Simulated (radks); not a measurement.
The calculation used the in-house radial solver radks at this level: Dirac Kohn-Sham, PBE, spin-unpolarised, spherical densities, finite nucleus. The occupation of the 5d shell is varied from Pt⁺ ([Xe] 4f14 5d8 6s1 (open shells shared over both j by 2j + 1)) to Pt ([Xe] 4f14 5d9 6s1 (open shells shared over both j by 2j + 1)), with spherical fractional occupations. Wanted, and plotted below: the total energy less the straight line between the end points.

The curve is convex (below the straight line), with the largest deviation among the points computed, −1.29 eV, at 0.5. The end points differ by 11.2 eV, the energy to take the electron out. Convexity is the mark of the delocalisation error, which puts fractional charges too low; for p, d and f shells the spherical spreading of the fraction adds to it.

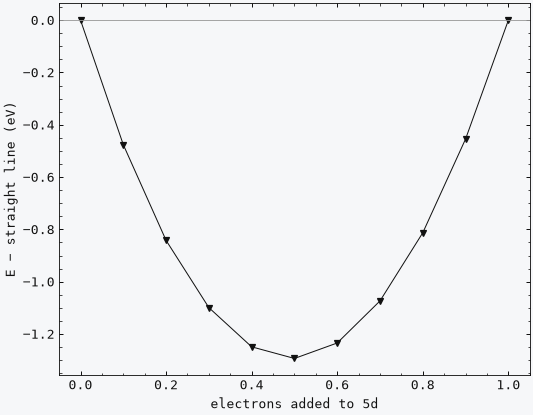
